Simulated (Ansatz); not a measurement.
## Electronic structure of CH4F3NZr (SMILES C[NH][Zr]([F])([F])[F]) in real space

Input file:

```
crystal:
  periodic: [false, false, false]
  atoms:
    - symbol: C
      position_ang: [-0.939650, 0.894285, -2.212747]
    - symbol: F
      position_ang: [-0.369982, 0.946829, 1.511772]
    - symbol: F
      position_ang: [1.405215, -1.044109, 0.008918]
    - symbol: F
      position_ang: [-1.376440, -2.071417, 1.203822]
    - symbol: N
      position_ang: [-1.341928, -0.153102, -1.297064]
    - symbol: Zr
      position_ang: [-0.414097, -0.622799, 0.420373]
    - symbol: H
      position_ang: [-0.682444, 0.504936, -3.213835]
    - symbol: H
      position_ang: [-0.039969, 1.409939, -1.835373]
    - symbol: H
      position_ang: [-1.717202, 1.668791, -2.337166]
    - symbol: H
      position_ang: [-2.172225, -0.648820, -1.619208]
basis:
  gaussian: {orbitals: def2-SVPD}
hamiltonian: {xc: {name: PBE0}}
output: {forces: true, orbitals: {seedname: orbitals}}
```

Command:

```sh
ansatz run input.yaml --threads 2 --pin off --max-ram 5220MiB --events-out events.jsonl --progress --plain --runs-dir runs
```

Geometry: PBE0-D4/def2-SVP; core potentials replace the inner electrons of Zr.

All numbers below come from Ansatz 0.2.0, isolated molecule in a Gaussian basis; Kohn-Sham density functional theory, functional PBE0.

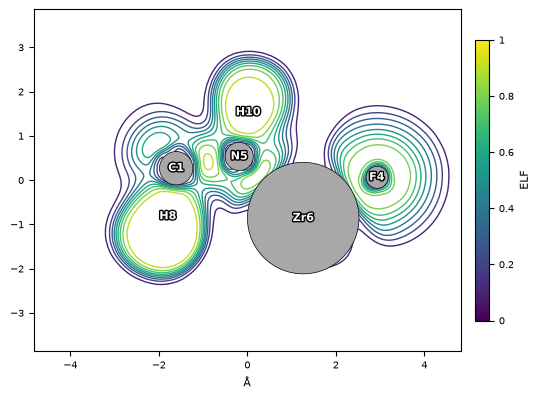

Figure 1. Electron localisation function on the plane of atoms C1, N5 and Zr6. Grey discs cover the atomic cores.

Q: What do the fields say about this system?

A: The section cuts through C, F, N, Zr and H sites. C–N (1.45 Å): the ELF peaks at about 0.95 between the atoms (a covalent bond). Zr–F (1.91 Å): the ELF peaks at about 0.85 in the valence shell of F, 0.5 Å from its nucleus, and drops to about 0.20 between the two atoms. Zr–N (2.01 Å): the ELF peaks at about 0.90 in the valence shell of N, 0.6 Å from its nucleus, and is about 0.30 at the midpoint. N–H (1.02 Å): the ELF climbs to about 1 towards the hydrogen, as it does in any bond to H; an ordinary covalent bond to hydrogen. C–H (1.10 Å): the ELF climbs to about 1 towards the hydrogen; an ordinary covalent bond to hydrogen.

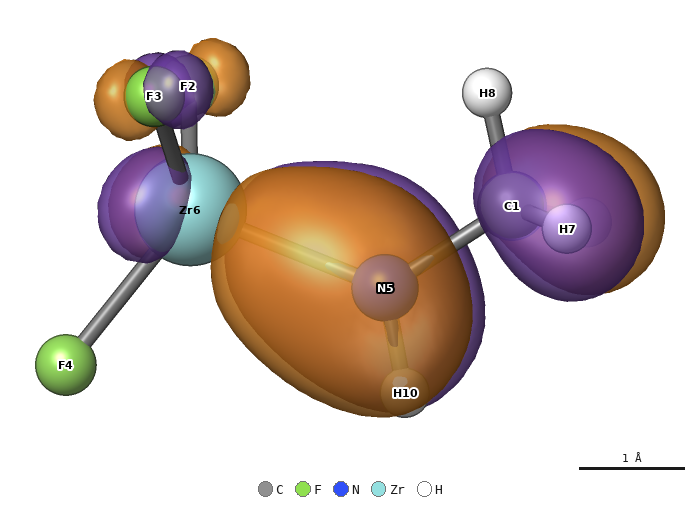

Figure 2. The HOMO at ±0.1 Å⁻³ᐟ² (orange and purple are the two phases), seen across its widest extent.

Q: What is the character of this orbital?

A: By Hirshfeld shares it lies mainly on N5 (about 55 %), Zr6 (about 15 %) and C1 (about 10 %). Its energy is −7.59 eV.

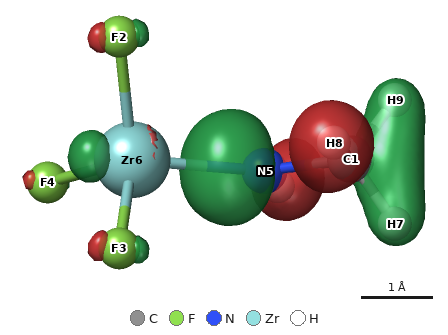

Figure 3. The HOMO−1 at ±0.2 Å⁻³ᐟ² (green and red are the two phases), seen from one side.

Q: Where does this orbital lie, and at what energy?

A: It lies mainly on N5 (about 35 %), C1 (about 20 %), Zr6 (about 15 %), H8 (about 10 %) and H10 (about 5 %). Its energy is −10.01 eV.
